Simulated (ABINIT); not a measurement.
## SiO2 (Quartz): G0W0 on several meshes in ABINIT

How does the mesh move the gap of SiO2 (Quartz)?

Calculated with ABINIT 10.8.3; PBE and many-body steps on it, plane waves.

### 1. Starting point

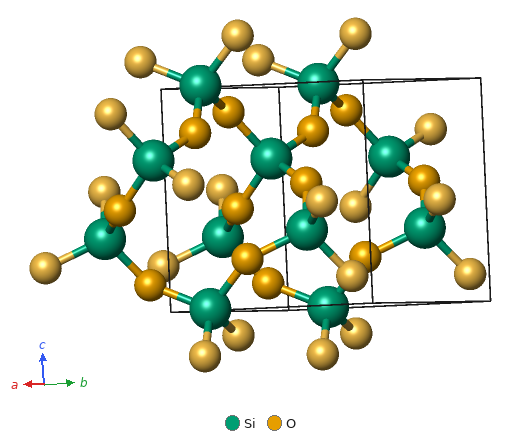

The cell as given, slightly off an axis (silicon teal, oxygen orange). 2×1×1 cells are drawn. Some periodic images of atoms are drawn too.

The cell and positions come from the Crystallography Open Database and are kept as given unless a step says otherwise.

### 2. Empty states on the mesh, 3×3×2 mesh, 462 bands

This step: ABINIT 10.8.3; DFT, PBE, plane waves, norm-conserving pseudopotentials.

The sums over transitions need many empty states on a uniform mesh; this step solves for them.

Input file run.abi:

```
acell 3*1.0 Angstrom
rprim 
  4.915799999986 0.000000000003 0.000000000000
  -2.457899999996 4.257207679910 0.000000000000
  0.000000000000 0.000000000000 5.409100000000
ntypat 2
znucl 14 8
natom 9
typat 1 1 1 2 2 2 2 2 2
xred 
  0.530300000000 0.000000000000 0.333333333333
  0.000000000000 0.530300000000 0.666666666667
  0.469700000000 0.469700000000 -0.000000000000
  0.146200000000 0.414200000000 0.881000000000
  0.585800000000 0.732000000000 0.214333333333
  0.268000000000 0.853800000000 0.547666666667
  0.414200000000 0.146200000000 0.119000000000
  0.732000000000 0.585800000000 0.785666666667
  0.853800000000 0.268000000000 0.452333333333
pp_dirpath "pseudos"
pseudos "Si.upf, O.upf"
ecut 36
ngkpt 3 3 2
nshiftk 1
shiftk 0 0 0
kptopt 1
chksymbreak 0
iscf -2
irdden 1
istwfk *1
nband 462
nbdbuf 42
tolwfr 1e-09
nstep 60
prtvol 0
indata_prefix "in"
outdata_prefix "out"
tmpdata_prefix "tmp"
```

Launch:

```bash
$ OMP_NUM_THREADS=1 mpirun -n 4 abinit run.abi > log
```

Numbers of over 12 decimals in the logs are rounded to 6 here.

Output:

```text
.Version 10.8.3 of ABINIT. v10.8.2 released Aug 2026.

 Symmetries : space group P3_1 2 1 (#152); Bravais hP (primitive hexag.)
[... echo of the input left out ...]
== DATASET  1 ==================================================================
-   mpi_nproc: 4, omp_nthreads: 1 (-1 if OMP is not activated)

--- !DatasetInfo
iteration_state: {dtset: 1, }
dimensions: {natom: 9, nkpt: 6, mband: 462, nsppol: 1, nspinor: 1, nspden: 1, mpw: 7935, }
cutoff_energies: {ecut:  36.0, pawecutdg:  -1.0, }
[...]
4.87064    4.87877    4.87877    4.89107    4.90331    4.90331    4.92259    4.92260
   4.93653    4.94550    4.95928    4.95939    4.96051    4.98400    4.98434    5.01267
   5.02056    5.02190    5.02763    5.05368    5.05840    5.07290
 prteigrs : prtvol=0 or 1, do not print more k-points.

== END DATASET(S) ==============================================================
================================================================================

 -outvars: echo values of variables after computation  --------
            nband         462
             nkpt           6
          spgroup         152
 [... the other variables as echoed above ...]

 Calculation completed.
```

Wall time 7.5 min (4 MPI ranks of Arm Neoverse V2, shared host); peak memory 0.75 GiB.

This step gave:

```yaml
gap: 6.038 eV
k_of_the_valence_top: 0.3333, 0.3333, 0
k_of_the_conduction_bottom: 0, 0, 0
least_direct_gap: 6.351 eV
k_points_computed: 6
lowest_point_of_the_top_converged_band_above_the_valence_top: 127.2791 eV
```

On this mesh the gap is 6.038 eV.

The density comes from a self-consistent run that is not shown.

### 3. Screening, 3×3×2 mesh, 102 bands, screening to 93.3 eV

The RPA dielectric matrix is built and inverted for each q.

This step: RPA screening on PBE, plane waves, norm-conserving pseudopotentials.

run.abi, as its differences from that of step 2:

```diff
@@ -27,10 +27,11 @@
 chksymbreak 0
-iscf -2
-irdden 1
 istwfk *1
-nband 462
-nbdbuf 42
-tolwfr 1e-09
-nstep 60
-prtvol 0
+occopt 1
+irdwfk 1
+optdriver 3
+nband 102
+ecuteps 3.43
+inclvkb 2
+awtr 1
+symchi 1
 indata_prefix "in"
```

Output:

```text
.Version 10.8.3 of ABINIT. v10.8.2 released Aug 2026.

 Symmetries : space group P3_1 2 1 (#152); Bravais hP (primitive hexag.)
[... echo of the input left out ...]
== DATASET  1 ==================================================================
-   mpi_nproc: 4, omp_nthreads: 1 (-1 if OMP is not activated)

--- !DatasetInfo
iteration_state: {dtset: 1, }
dimensions: {natom: 9, nkpt: 6, mband: 102, nsppol: 1, nspinor: 1, nspden: 1, mpw: 7935, }
cutoff_energies: {ecut:  36.0, pawecutdg:  -1.0, }
electrons: {nelect:   4.80000000E+01, charge:   0.00000000E+00, occopt:   1.00000000E+00, tsmear:   1.00000000E-02, }

 SCREENING: Calculation of the susceptibility and dielectric matrices

 Based on a program developped by R.W. Godby, V. Olevano, G. Onida, and L. Reining.
 Incorporated in ABINIT by V. Olevano, G.-M. Rignanese, and M. Torrent.
.Using double precision arithmetic ; gwpc =  8

[... cell and pseudopotentials left out ...]
--------------------------------------------------------------------------------

 ==== K-mesh for the wavefunctions ====
 Number of points in the irreducible wedge :     6
[... list of points left out ...]
 Together with  6 symmetry operations and time-reversal symmetry
 yields    18 points in the full Brillouin Zone.

 ==== Q-mesh for the screening function ====
 Number of points in the irreducible wedge :     6
[... list of points left out ...]
 Together with  6 symmetry operations and time-reversal symmetry
 yields    18 points in the full Brillouin Zone.

 setmesh: FFT mesh size selected  =    30x   30x   36
          total number of points  =        32400

 vcoul_init : cutoff-mode = AUXILIARY_FUNCTION
 q-points for optical limit:   1
     1)      0.000010    0.000020    0.000030

- screening: taking advantage of time-reversal symmetry
- Maximum band index for partially occupied states nbvw = 24
- Remaining bands to be divided among processors   nbcw = 78
- Number of bands treated by each node ~19

 Number of electrons calculated from density =   48.0000; Expected =   48.0000
 average of density, n =  0.062835
 r_s =    1.5604
 omega_plasma =   24.1800 [eV]

 calculating chi0 at frequencies [eV] :
  1    0.000000E+00    0.000000E+00
  2    0.000000E+00    2.417998E+01

--------------------------------------------------------------------------------
  q-point number  1        q = ( 0.000000, 0.000000, 0.000000) [r.l.u.]
--------------------------------------------------------------------------------
[... chi0 elements left out ...]
 For q-point:  0.000010 0.000020 0.000030
  dielectric constant =   2.3418
  dielectric constant without local fields =   2.5124

  Average fulfillment of the sum rule on Im[epsilon] for q-point    1 :     46.76  [%]
[... wings left out ...]
  q-point number  2        q = ( 0.333333, 0.000000, 0.000000) [r.l.u.]
--------------------------------------------------------------------------------
[... chi0 elements left out ...]
  Average fulfillment of the sum rule on Im[epsilon] for q-point    2 :     55.14  [%]

 [... 4 further q-points ...]
```

Elapsed: 38 s, on 4 MPI ranks; peak memory 1.2 GiB; 2.5 min of CPU time.

Numbers from this step:

```
ε∞ with local fields, on this mesh, along the program's q direction : 2.342
the same without local fields                                       : 2.512
plasma frequency                                                    : 24.18 eV
plane waves in the screening matrix                                 : 225
```

Local fields lower ε∞ by 7 %. On a Γ-centred mesh this coarse the value itself is usually too large, while a short band sum pulls it down.

### 4. 3×3×2

The self-energy is evaluated for the states that the input lists, and the levels follow from it, in one-shot runs by the linearised quasiparticle equation.

This step: G0W0 on PBE, plane waves, norm-conserving pseudopotentials.

run.abi, as its differences from that of step 3:

```diff
@@ -30,8 +30,19 @@
 irdwfk 1
-optdriver 3
+optdriver 4
 nband 102
+gwcalctyp 0
+ecutsigx 36
+symsigma 1
+nkptgw 3
+kptgw 
+  0.3333333333 0.3333333333 0.0000000000
+  0.0000000000 0.0000000000 0.0000000000
+  0.0000000000 0.0000000000 0.5000000000
+bdgw 
+  22 26
+  23 27
+  22 26
 ecuteps 3.43
-inclvkb 2
-awtr 1
-symchi 1
+irdscr 1
+ppmodel 1
 indata_prefix "in"
```

Output:

```text
.Version 10.8.3 of ABINIT. v10.8.2 released Aug 2026.

 Symmetries : space group P3_1 2 1 (#152); Bravais hP (primitive hexag.)
[... echo of the input left out ...]
== DATASET  1 ==================================================================
-   mpi_nproc: 4, omp_nthreads: 1 (-1 if OMP is not activated)

--- !DatasetInfo
iteration_state: {dtset: 1, }
dimensions: {natom: 9, nkpt: 6, mband: 102, nsppol: 1, nspinor: 1, nspden: 1, mpw: 7935, }
cutoff_energies: {ecut:  36.0, pawecutdg:  -1.0, }
electrons: {nelect:   4.80000000E+01, charge:   0.00000000E+00, occopt:   1.00000000E+00, tsmear:   1.00000000E-02, }

 SIGMA: Calculation of the GW corrections

 Based on a program developped by R.W. Godby, V. Olevano, G. Onida, and L. Reining.
 Incorporated in ABINIT by V. Olevano, G.-M. Rignanese, and M. Torrent.
.Using double precision arithmetic ; gwpc =  8

[... cell and pseudopotentials left out ...]
--------------------------------------------------------------------------------

 ==== K-mesh for the wavefunctions ====
 Number of points in the irreducible wedge :     6
[... list of points left out ...]
 Together with  6 symmetry operations and time-reversal symmetry
 yields    18 points in the full Brillouin Zone.

 ==== Q-mesh for screening function ====
 Number of points in the irreducible wedge :     6
[... list of points left out ...]
 Together with  6 symmetry operations and time-reversal symmetry
 yields    18 points in the full Brillouin Zone.

 vcoul_init : cutoff-mode = AUXILIARY_FUNCTION
 q-points for optical limit:   1
     1)      0.000010    0.000020    0.000030
 setmesh: FFT mesh size selected  =    45x   45x   60
          total number of points  =       121500

 Number of electrons calculated from density =   48.0000; Expected =   48.0000
 average of density, n =  0.062835
 r_s =    1.5604
 omega_plasma =   24.1800 [eV]

 === KS Band Gaps ===
  >>>> For spin  1
   Minimum direct gap =   6.3514 [eV], located at k-point      :   0.0000  0.0000  0.0000
   Fundamental gap    =   6.0382 [eV], Top of valence bands at :   0.3333  0.3333  0.0000
                                       Bottom of conduction at :   0.0000  0.0000  0.0000
 SIGMA fundamental parameters:
 PLASMON POLE MODEL  1
 number of plane-waves for SigmaX                 7935
 number of plane-waves for SigmaC and W            225
 number of plane-waves for wavefunctions          7935
 number of bands                                   102
 number of independent spin polarizations            1
 number of spinorial components                      1
 number of k-points in IBZ                           6
 number of q-points in IBZ                           6
 number of symmetry operations                       6
 number of k-points in BZ                           18
 number of q-points in BZ                           18
 number of frequencies for dSigma/dE                 9
 frequency step for dSigma/dE [eV]                0.25
 number of omega for Sigma on real axis              0
 max omega for Sigma on real axis  [eV]           0.00
 zcut for avoiding poles [eV]                     0.10

 EPSILON^-1 parameters (SCR file):
 dimension of the eps^-1 matrix on file            225
 dimension of the eps^-1 matrix used               225
 number of plane-waves for wavefunctions          7935
 number of bands                                   102
 number of q-points in IBZ                           6
 number of frequencies                               2
 number of real frequencies                          1
 number of imag frequencies                          1

 matrix elements of self-energy operator (all in [eV])

 Perturbative Calculation

--- !SelfEnergy_ee
iteration_state: {dtset: 1, }
kpoint     : [   0.333,    0.333,    0.000, ]
spin       : 1
KS_gap     :    8.953
QP_gap     :   12.001
Delta_QP_KS:    3.048
data: !SigmaeeData |
     Band     E0 <VxcDFT>   SigX SigC(E0)      Z dSigC/dE  Sig(E)    E-E0       E
       22  -0.238 -19.753 -25.566   4.322   0.821  -0.217 -20.978  -1.225  -1.463
       23  -0.238 -19.753 -25.566   4.322   0.821  -0.217 -20.978  -1.225  -1.463
       24   0.197 -20.113 -25.806   4.313   0.822  -0.216 -21.248  -1.135  -0.937
       25   9.150 -12.396  -7.182  -2.997   0.863  -0.159 -10.482   1.914  11.063
       26   9.150 -12.396  -7.182  -2.997   0.863  -0.159 -10.482   1.914  11.063

--- !SelfEnergy_ee
iteration_state: {dtset: 1, }
kpoint     : [   0.000,    0.000,    0.000, ]
spin       : 1
KS_gap     :    6.351
QP_gap     :    8.921
Delta_QP_KS:    2.570
data: !SigmaeeData |
     Band     E0 <VxcDFT>   SigX SigC(E0)      Z dSigC/dE  Sig(E)    E-E0       E
       23  -0.116 -19.544 -25.286   4.255   0.823  -0.215 -20.768  -1.224  -1.340
[...]
--- !SelfEnergy_ee
iteration_state: {dtset: 1, }
kpoint     : [   0.000,    0.000,    0.500, ]
spin       : 1
KS_gap     :    8.062
QP_gap     :   10.957
Delta_QP_KS:    2.894
data: !SigmaeeData |
     Band     E0 <VxcDFT>   SigX SigC(E0)      Z dSigC/dE  Sig(E)    E-E0       E
[...]
24   0.108 -19.970 -25.710   4.317   0.822  -0.217 -21.139  -1.169  -1.061
       25   8.171 -12.281  -7.438  -2.851   0.866  -0.155 -10.556   1.725   9.896
       26   8.171 -12.281  -7.438  -2.851   0.866  -0.155 -10.556   1.725   9.896

== END DATASET(S) ==============================================================
================================================================================

 -outvars: echo values of variables after computation  --------
           etotal      0.0000000000E+00
            nband         102
             nkpt           6
          spgroup         152
 [... the other variables as echoed above ...]

 Calculation completed.
```

It took 8.8 s on 4 MPI ranks; peak memory 0.93 GiB.

This step gave:

- G0W0 gap on the points computed: 8.519 eV
- starting gap on the mesh: 6.038 eV
- k of the valence top: 0.3333, 0.3333, 0
- k of the conduction bottom: 0, 0, 0
- Z at the valence top: 0.822
- Z at the conduction bottom: 0.874
- least direct G0W0 gap on the computed points: 8.922 eV

The gap on the mesh goes from 6.04 eV to 8.52 eV, a correction of +2.48 eV.

### 5. Empty states on the mesh, 3×3×4 mesh, 112 bands

This step: DFT, PBE, plane waves, norm-conserving pseudopotentials.

run.abi, as its differences from that of step 4:

```diff
@@ -22,3 +22,3 @@
 ecut 36
-ngkpt 3 3 2
+ngkpt 3 3 4
 nshiftk 1
@@ -27,22 +27,10 @@
 chksymbreak 0
+iscf -2
+irdden 1
 istwfk *1
-occopt 1
-irdwfk 1
-optdriver 4
-nband 102
-gwcalctyp 0
-ecutsigx 36
-symsigma 1
-nkptgw 3
-kptgw 
-  0.3333333333 0.3333333333 0.0000000000
-  0.0000000000 0.0000000000 0.0000000000
-  0.0000000000 0.0000000000 0.5000000000
-bdgw 
-  22 26
-  23 27
-  22 26
-ecuteps 3.43
-irdscr 1
-ppmodel 1
+nband 112
+nbdbuf 10
+tolwfr 1e-09
+nstep 60
+prtvol 0
 indata_prefix "in"
```

Output:

```text
.Version 10.8.3 of ABINIT. v10.8.2 released Aug 2026.

 Symmetries : space group P3_1 2 1 (#152); Bravais hP (primitive hexag.)
[... echo of the input left out ...]
== DATASET  1 ==================================================================
-   mpi_nproc: 4, omp_nthreads: 1 (-1 if OMP is not activated)

--- !DatasetInfo
iteration_state: {dtset: 1, }
dimensions: {natom: 9, nkpt: 10, mband: 112, nsppol: 1, nspinor: 1, nspden: 1, mpw: 7935, }
cutoff_energies: {ecut:  36.0, pawecutdg:  -1.0, }
[...]
1.47453    1.47453    1.50199    1.50746    1.51220    1.51220    1.55037    1.61599
   1.61599    1.63464    1.63464    1.65527    1.65527    1.65636    1.70093    1.70250
 prteigrs : prtvol=0 or 1, do not print more k-points.

== END DATASET(S) ==============================================================
================================================================================

 -outvars: echo values of variables after computation  --------
            nband         112
             nkpt          10
          spgroup         152
 [... the other variables as echoed above ...]

 Calculation completed.
```

Wall time 80 s (4 MPI ranks); peak memory 0.48 GiB.

Numbers from this step:

| Quantity | Value |
| --- | --- |
| gap | 6.038 eV |
| k of the valence top | 0.3333, 0.3333, 0 |
| k of the conduction bottom | 0, 0, 0 |
| least direct gap | 6.351 eV |
| k points computed | 10 |
| lowest point of the top converged band, above the valence top | 40.95 eV |

On this mesh the gap is 6.038 eV.

### 6. Screening, 3×3×4 mesh, 102 bands, screening to 93.3 eV

This step: RPA screening on PBE, plane waves, norm-conserving pseudopotentials.

run.abi, as its differences from that of step 5:

```diff
@@ -27,10 +27,11 @@
 chksymbreak 0
-iscf -2
-irdden 1
 istwfk *1
-nband 112
-nbdbuf 10
-tolwfr 1e-09
-nstep 60
-prtvol 0
+occopt 1
+irdwfk 1
+optdriver 3
+nband 102
+ecuteps 3.43
+inclvkb 2
+awtr 1
+symchi 1
 indata_prefix "in"
```

Output:

```text
.Version 10.8.3 of ABINIT. v10.8.2 released Aug 2026.

 Symmetries : space group P3_1 2 1 (#152); Bravais hP (primitive hexag.)
[... echo of the input left out ...]
== DATASET  1 ==================================================================
-   mpi_nproc: 4, omp_nthreads: 1 (-1 if OMP is not activated)

--- !DatasetInfo
iteration_state: {dtset: 1, }
dimensions: {natom: 9, nkpt: 10, mband: 102, nsppol: 1, nspinor: 1, nspden: 1, mpw: 7935, }
cutoff_energies: {ecut:  36.0, pawecutdg:  -1.0, }
electrons: {nelect:   4.80000000E+01, charge:   0.00000000E+00, occopt:   1.00000000E+00, tsmear:   1.00000000E-02, }

 SCREENING: Calculation of the susceptibility and dielectric matrices

 Based on a program developped by R.W. Godby, V. Olevano, G. Onida, and L. Reining.
 Incorporated in ABINIT by V. Olevano, G.-M. Rignanese, and M. Torrent.
.Using double precision arithmetic ; gwpc =  8

[... cell and pseudopotentials left out ...]
--------------------------------------------------------------------------------

 ==== K-mesh for the wavefunctions ====
 Number of points in the irreducible wedge :    10
[... list of points left out ...]
 Together with  6 symmetry operations and time-reversal symmetry
 yields    36 points in the full Brillouin Zone.

 ==== Q-mesh for the screening function ====
 Number of points in the irreducible wedge :    10
[... list of points left out ...]
 Together with  6 symmetry operations and time-reversal symmetry
 yields    36 points in the full Brillouin Zone.

 setmesh: FFT mesh size selected  =    30x   30x   36
          total number of points  =        32400

 vcoul_init : cutoff-mode = AUXILIARY_FUNCTION
 q-points for optical limit:   1
     1)      0.000010    0.000020    0.000030

- screening: taking advantage of time-reversal symmetry
- Maximum band index for partially occupied states nbvw = 24
- Remaining bands to be divided among processors   nbcw = 78
- Number of bands treated by each node ~19

 Number of electrons calculated from density =   48.0000; Expected =   48.0000
 average of density, n =  0.062835
 r_s =    1.5604
 omega_plasma =   24.1800 [eV]

 calculating chi0 at frequencies [eV] :
  1    0.000000E+00    0.000000E+00
  2    0.000000E+00    2.417998E+01

--------------------------------------------------------------------------------
  q-point number  1        q = ( 0.000000, 0.000000, 0.000000) [r.l.u.]
--------------------------------------------------------------------------------
[... chi0 elements left out ...]
 For q-point:  0.000010 0.000020 0.000030
  dielectric constant =   2.3429
  dielectric constant without local fields =   2.5135

  Average fulfillment of the sum rule on Im[epsilon] for q-point    1 :     46.79  [%]
[... wings left out ...]
  q-point number  2        q = ( 0.333333, 0.000000, 0.000000) [r.l.u.]
--------------------------------------------------------------------------------
[... chi0 elements left out ...]
  Average fulfillment of the sum rule on Im[epsilon] for q-point    2 :     55.18  [%]

 [... 8 further q-points ...]
```

It took 92 s on 4 MPI ranks; peak memory 1.6 GiB; 6.1 min of CPU time.

This step gave:

* ε∞ with local fields, on this mesh, along the program's q direction: 2.343
* the same without local fields: 2.514
* plasma frequency: 24.18 eV
* plane waves in the screening matrix: 225

(Continued in part 2 of 2.)

[Paths, hosts, dates, memory and timing lines, banners, echoed tables and standing remarks are left out of the program output.]

[Logs are printed without paths, hosts, clocks, repeated set-up lines and the standing remarks that a program may print on its own settings, such as how far it seeks lower states.]

[Runs of the session that timed out or met a known fault of the program may be left out.]

[Hosts, paths, dates, database ids (printed as entryN), source tags and the programs' standing remarks are cut or masked in the printed files.]

[G0W0 gaps are taken among the corrected bands and points alone; a level outside them can change the order at an edge.]

[Where Ansatz stands beside ABINIT at settings called matched, ABINIT's density can come from a denser mesh and the files from another edition; pairs whose starting gaps differed by over 0.03 eV were left out, so agreement reads better than it is.]
